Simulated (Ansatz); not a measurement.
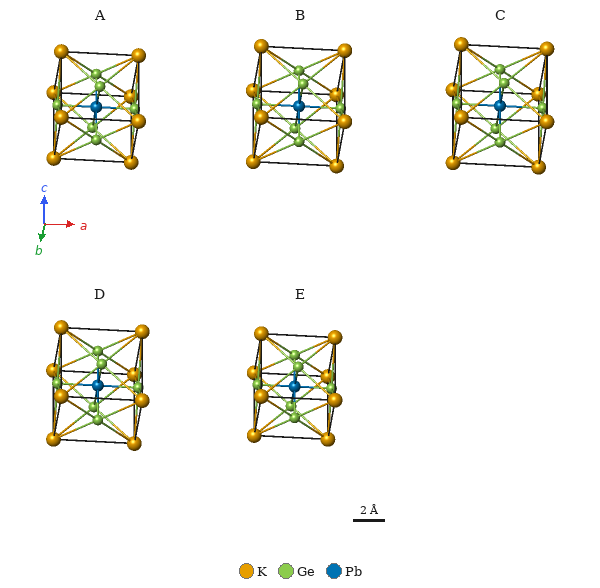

5 geometries from one relaxation of crystalline KGe3Pb (built on the cubic perovskite type) (coarse preliminary run), in shuffled order. Style: ball-and-stick. Shown: the cell of the calculation, from a free direction.

Case: cubic perovskite type (Pm-3m, No. 221).

All numbers below come from Ansatz, DFT PBE, scalar-relativistic, plane waves, PAW. Settings: plane-wave cutoff 420 eV; k-point mesh 4 × 4 × 4; occupations gaussian; smearing width 0.1 eV; no spin polarisation; cell and atoms relaxed; force threshold 0.04 eV/Å; at most 70 steps.

Q: Put them in the order of the run, from the start to the converged end.

A: E, A, D, B, C. They are steps 0, 1, 2, 3, 8, at +4.133 eV per cell of the calculation, +1.709 eV per cell of the calculation, +0.492 eV per cell of the calculation, +0.181 eV per cell of the calculation relative to the last. The atoms keep their places relative to the cell (all moves are under 0.005 Å). The volume changes by +56.7 %, with a = b = c 4.855 → 5.639 Å (+16.1 %). Near-neighbour distances that change, for instance: Ge–K 3.433 → 3.987 Å, Ge–Pb 2.427 → 2.819 Å. The space group stays Pm-3m (No. 221). Over 6 accepted moves (8 points after the start) the energy falls by 4.133 eV per cell of the calculation. All forces vanish by symmetry, so only the cell relaxes. Pressure: 30.31 GPa at the start and 0.03 GPa at the end. The SCF was repeated twice at an unchanged geometry on a basis and grid sized afresh for the cell, which shifted the energy by 0.127 eV per cell of the calculation at most.
